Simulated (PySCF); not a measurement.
# C$_{2}$H$_{10}$GeN$_{2}$ (GeH2(NHMe)2): what the fields show

The calculation's input:

```
{"job": {"kind": "uv", "xc": "CAM-B3LYP", "basis": "def2-SVPD", "ip": true, "nstates": 15}, "charge": 0, "multiplicity": 1}
Ge     1.046412    -0.240694     0.033125
H      1.309994     0.006867     1.531834
H      2.364952    -0.362474    -0.770315
N     -0.048859     1.148447    -0.456820
C      0.116842     2.487847     0.050830
H     -0.365144     1.125097    -1.421158
H     -0.827249     3.057340    -0.010865
H      0.389209     2.450380     1.118548
H      0.897416     3.091196    -0.457516
N      0.204247    -1.833977    -0.219117
C     -1.111042    -2.109135     0.303264
H      0.423066    -2.326161    -1.077396
H     -1.274072    -3.195190     0.413981
H     -1.213150    -1.671079     1.309215
H     -1.945384    -1.704566    -0.303628
```

Command:

```sh
OMP_NUM_THREADS=1 python probes_run.py task.json out
```

Geometry: PBE0-D3(BJ)/def2-SVP.

All numbers below come from PySCF, CAM-B3LYP/def2-SVPD, SCF density, gas phase.

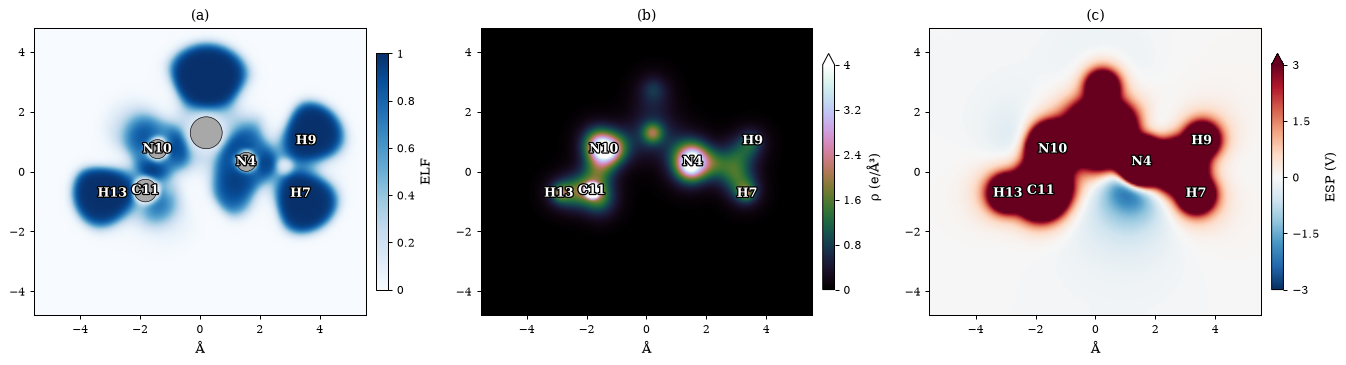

Figure 1. (a) ELF; (b) electron density; (c) electrostatic potential on the plane of atoms N10, C11 and H13. Grey discs cover the atomic cores in the ELF map.

**Describe what can be read from this map.**

- Atoms in the plane: N, H and C.
- C–N (1.44 Å): the density is about 1.9 e/Å³ at the midpoint; the ELF peaks at about 0.95 between the atoms; a covalent bond.
- C–H (1.10 Å): the density is about 1.9 e/Å³ at the midpoint; the ELF climbs to about 1 towards the hydrogen, as it does in any bond to H; a covalent bond by its length.
- The ELF also peaks beside N4, away from the bonds: lone-pair regions.
- Outside the dense part of the molecule the potential is most negative (−2.1 V) near N4.

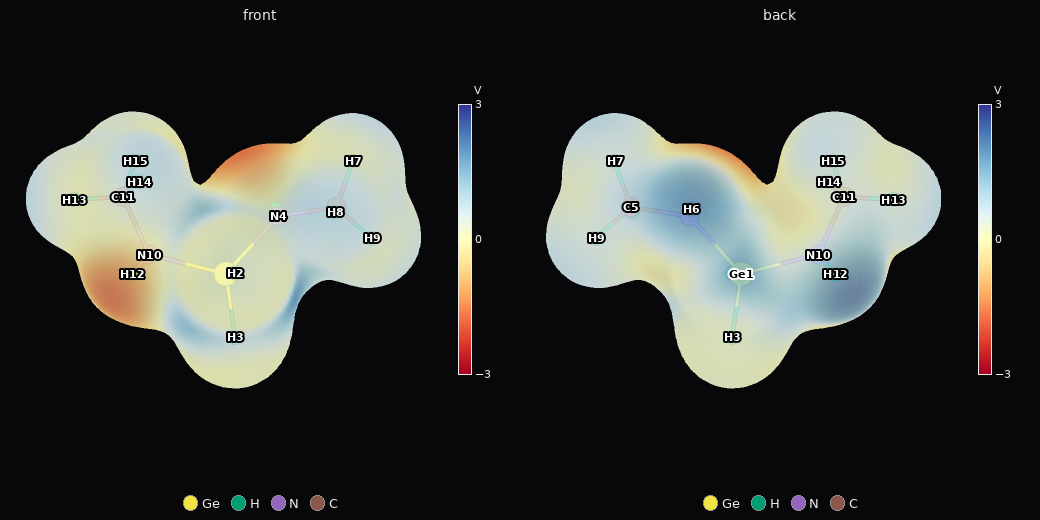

Figure 2. The electrostatic potential painted on the density surface at 0.004 e/bohr³, seen from the front and from behind; the colour scale runs from red (negative) to blue (positive).

**Which sites attract a positive test charge, and which a negative one?**

A positive charge is drawn to the negative regions and a negative charge to the positive ones. The most negative region (about −1.6 V) lies over N4 and N10, the most positive (about +2.0 V) over H6 and H12.

**How polar is the molecule by this calculation?**

Its dipole moment is 1.14 D.
